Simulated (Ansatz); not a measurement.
# ZrHF2: a trial structure relaxed, part 1 of 3

The task: take a trial cell of ZrHF2 to zero force and stress.

Computed with Ansatz 0.2.0 (DFT PBE, scalar-relativistic, plane waves, PAW, unless a step's input says otherwise).

## 1. Starting point

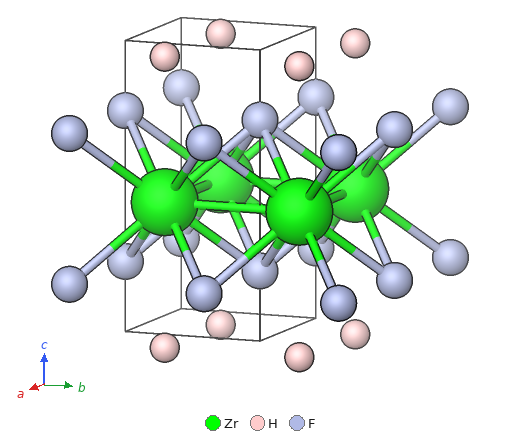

The starting structure, seen slightly off an axis (zirconium green, hydrogen pink, fluorine light blue). 2×2×1 cells are drawn. Atoms on the faces are drawn again on the opposite ones.

Structure file:

```
Zr H F
1.0
     2.88473    0.00000    0.00000
     0.00000    2.88473    0.00000
     0.00000    0.00000    5.84726
Zr H F
1 1 2
Direct
  0.50000 0.50000 0.50000
  0.50000 0.50000 0.00000
  0.00000 0.00000 0.75899
  0.00000 0.00000 0.24101
```

Recipe of the guess: species swapped into a database cell of Ce2InAg (P4/mmm, No. 123), with F on the Ce sites, Zr on the In sites and H on the Ag sites. Its size is a rough estimate.

## 2. The guess as it stands, on a coarse mesh

The input, input.yaml:

```yaml
crystal:
  lattice:
    - [2.88472919, 0.0, 0.0]
    - [0.0, 2.88472919, 0.0]
    - [0.0, 0.0, 5.84725751]
  atoms:
    - { symbol: Zr, position: [0.5, 0.5, 0.5] }
    - { symbol: H, position: [0.5, 0.5, 0.0] }
    - { symbol: F, position: [0.0, 0.0, 0.75899303] }
    - { symbol: F, position: [0.0, 0.0, 0.24100697] }
basis:
  ecutwfc: 420
kpoints:
  mp_grid: { grid: [6, 6, 4] }
hamiltonian:
  xc: pbe
scf:
  occupations: { method: gaussian, width: 0.1 }
  lower_state_search: "off"
output:
  forces: true
  stress: true
  eigenvalues: true
```

Launch:

```
> ansatz run input.yaml --threads 1 --pin off --max-ram 2560MiB --backend cpu --events-out ev --progress --plain --runs-dir out
```

The log of the run, cut to the lines that bear on the results:

```text
Warning: RAYON_NUM_THREADS=1 ignored (pool sized by the plan → 1); use --threads N
[...]
Pseudopotentials: kind: paw
Pseudopotential: Zr, paw, valence charge 12, recommended cutoff 420 eV (normal), Zr.paw.azcp
Pseudopotential: H, paw, valence charge 1, recommended cutoff 420 eV (normal), H.paw.azcp
Pseudopotential: F, paw, valence charge 7, recommended cutoff 420 eV (normal), F.paw.azcp
Functional definition: PBE
[...]
Crystal: 4 atoms, lattice volume = 48.659 Å³
Basis set: ecut = 420 eV, 943 PW (Γ), exchange–correlation on 40×40×80 points (8 copies of the dense FFT grid, shifted against one another)
Bands: 18, of which v1, the nominal top of the filled ones, is band 14 counted from 1 (13 counted from 0)
Symmetry: 16 space group operations
[...]
E sigma→0 (E₀):  -5815.099267 eV
Entropy (-TS):   -0.017609 eV (-4.402 meV/atom)
Fermi energy:    8.278603 eV
[...]
--- Forces (eV/Å), atoms counted from 1 ---
  atom   1  Zr     0.00000000    -0.00000000     0.00000000
  atom   2  H      0.00000000     0.00000000     0.00000000
  atom   3  F      0.00000000     0.00000000    -2.70842202
  atom   4  F      0.00000000     0.00000000     2.70842202
[...]
--- Stress (GPa, compression-positive) ---
        1.200398       0.000000       0.000000
        0.000000       1.200398       0.000000
        0.000000       0.000000     -30.334678
  P = ⅓ Tr σ = -9.3113 GPa (-93.113 kbar)
--- Band table (eV; the first three rows and the last of 30) ---
  k-point 0: bands = ["-41.9068", "-20.0977", "-19.2590", "-19.2590", "-16.2961", "-15.7996", "0.6438", "2.9249", "2.9249", "3.0802", "3.0855", "3.0855", "5.5228", "6.2901", "7.5177", "11.9467", "11.9467", "12.3973"]
[...]
```

Run time: 3.8 s. Hardware: 1 thread of Intel Xeon at 2.50GHz (Skylake/Cascade Lake), shared host; peak memory 0.33 GiB.

The probe gives pressure -9.3 GPa, largest force 2.71 eV/Å, gap on this mesh none (metal). A guess like this is first relaxed loosely on the coarse mesh.

(Continued in part 2 of 3.)
